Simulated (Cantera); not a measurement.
A closed system holds: 1 mol AlN, 0.19 mol H₂O, 71 mol N₂, equilibrated at 8.90 Pa.

These are equilibrium values from Cantera (NASA tables, ideal gas, pure condensed phases), not measurements of a reactor. Candidate condensed phases: Al, AlN, Al₂O₃, H₂O; 35 gas species. Mutual solubility and eutectic melting of coexisting phases are not modelled. Condensed phases not in the tables: aluminium oxynitride. Rates play no part.

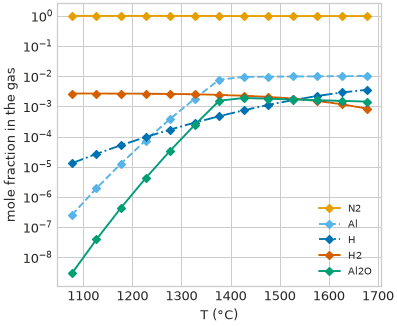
Figure: Equilibrium gas composition (values under 1e-9 drawn at 1e-9)

Question: Read off the mole fractions at 1227 °C.

Answer: N₂ about 1.00, H₂ about 0.0026, H about 9.5e-5, Al about 7.4e-5, Al₂O about 4.1e-6.
